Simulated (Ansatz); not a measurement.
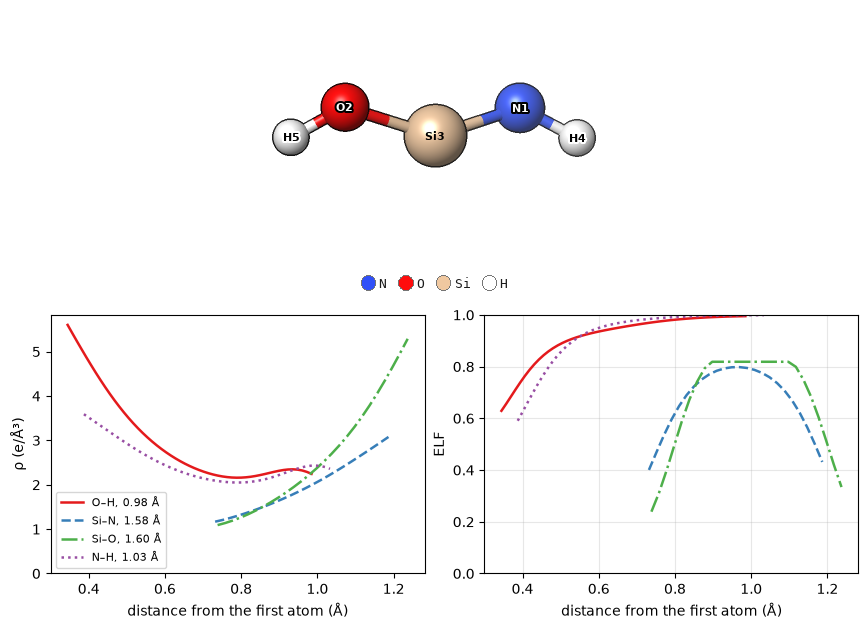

Figure 1: H₂NOSi (charge +1). Total electron density and ELF along straight lines between neighbouring atoms. The curves leave out the atomic cores. The structure is drawn too.

Geometry: BLYP-D3(BJ)/def2-SVP.

Theory: Ansatz, isolated molecule in a Gaussian basis; Kohn-Sham density functional theory, functional PBE0.

```xyz
5

N    -0.0083    0.3797   -1.5313
O     0.7632   -0.2744    1.3384
Si    0.5569   -0.3432   -0.2427
H     0.1171    0.1846   -2.5380
H     0.7344   -0.9810    2.0236
```

Compare the contacts.

Answer. O–H (0.98 Å): ρ is about 3.6 e/Å³ halfway; the ELF climbs to about 1 towards the hydrogen, as it does in any bond to H: a covalent bond by its length.
Si–N (1.58 Å): ρ at the midpoint is about 1.3 e/Å³; the ELF peaks at about 0.80 in the valence shell of N, 0.6 Å from its nucleus, and is about 0.60 at the midpoint.
Si–O (1.60 Å): ρ at the midpoint is about 1.3 e/Å³; the ELF peaks at about 0.80 between the atoms: a polar covalent bond.
N–H (1.03 Å): ρ is about 2.8 e/Å³ halfway; the ELF climbs to about 1 towards the hydrogen (an ordinary covalent bond to hydrogen).
